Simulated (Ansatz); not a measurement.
Consider K2LiScI6 (double perovskite (elpasolite)) (Fm-3m).

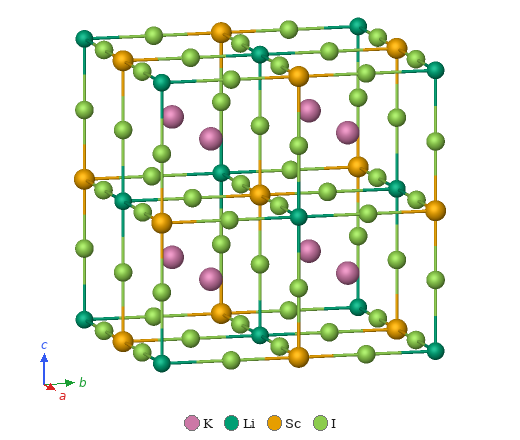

The structure (potassium pink, lithium teal, scandium orange, iodine green). Some periodic images of atoms are drawn too.

The structure was built from a prototype and need not be the compound's stable phase.

```cif
data_structure
_symmetry_space_group_name_H-M 'P 1'
_symmetry_Int_Tables_number 1
_cell_length_a 8.2808
_cell_length_b 8.2808
_cell_length_c 8.2808
_cell_angle_alpha 60.000
_cell_angle_beta 60.000
_cell_angle_gamma 60.000
_cell_volume 401.51
loop_
_atom_site_label
_atom_site_type_symbol
_atom_site_fract_x
_atom_site_fract_y
_atom_site_fract_z
_atom_site_occupancy
K1 K 0.25000 0.25000 0.25000 1
K2 K 0.75000 0.75000 0.75000 1
Li3 Li 0.00000 0.00000 0.00000 1
Sc4 Sc 0.50000 0.50000 0.50000 1
I5 I 0.25338 0.74662 0.74662 1
I6 I 0.25338 0.74662 0.25338 1
I7 I 0.74662 0.25338 0.74662 1
I8 I 0.74662 0.25338 0.25338 1
I9 I 0.74662 0.74662 0.25338 1
I10 I 0.25338 0.25338 0.74662 1
```

The structure was relaxed with PBE. The structure type comes from a generator and need not be one that this composition takes. The runs that relaxed it are not among those shown. Spin-orbit coupling is left out unless a run names it. PAW set soft_2, made with PBE.

Gaps computed with Ansatz 0.2.0 without a self-energy: LDA 1.95 eV, PBE 2.07 eV and r2SCAN 2.41 eV.

**Question.** What gap should G0W0 on PBE give (2×2×2 mesh, 1198 empty bands, screening to 120 eV, default PAW files)?

About 4.20 eV: on its mesh the run moves the gap from 2.04 eV by +2.16 eV. Among the scalar-relativistic levels given, r2SCAN is nearest (−1.79 eV). Bands and cutoff are finite, so the gap is not at the basis limit. The miss can reach some tenths of an eV and take either sign; the mesh is an error of its own. The 2×2×2 mesh is coarse for this cell (its supercell is 17 Å along the shortest edge). The RPA ε∞ on it, from the PBE start, is 4.29; such meshes misread the long-range screening, most where the gap is narrow. The many-body steps are scalar-relativistic: spin-orbit coupling is not in them.

[Paths, hosts, dates, memory and timing lines, banners, echoed tables and standing remarks are left out of the program output.]

[Logs are printed without paths, hosts, clocks, repeated set-up lines and the standing remarks that a program may print on its own settings, such as how far it seeks lower states.]

[Runs of the session that timed out or met a known fault of the program may be left out.]

[Cells called generated may have been cut or substituted from an entry of the Crystallography Open Database or the Materials Project.]

[Hosts, paths, dates, database ids (printed as entryN), source tags and the programs' standing remarks are cut or masked in the printed files.]
